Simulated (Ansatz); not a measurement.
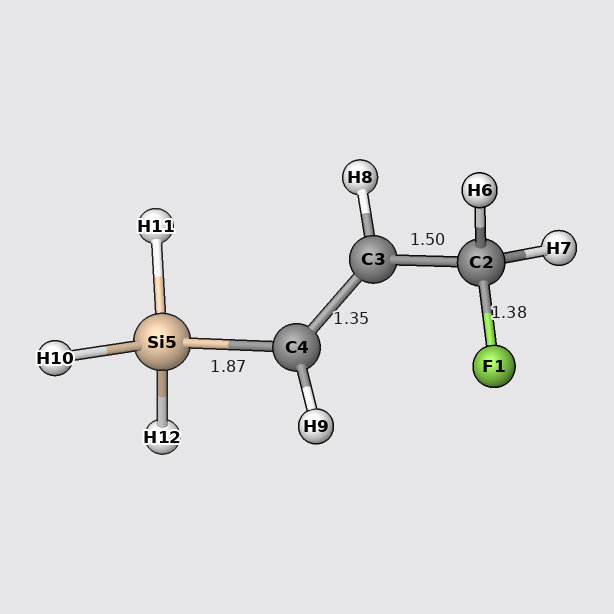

The numbers beside the sticks are distances in Å. Sticks don't show bond order. Computed geometry: PBE-D4/def2-SVP optimisation. No frequency run is at hand to confirm it as a minimum.

Question: Which of the marked bonds are single, double, triple or aromatic?

Answer: F1–C2 single; C2–C3 single; C3–C4 double; C4–Si5 single.

Question: Give the structure as SMILES.

Answer: FC/C=C/[SiH3]
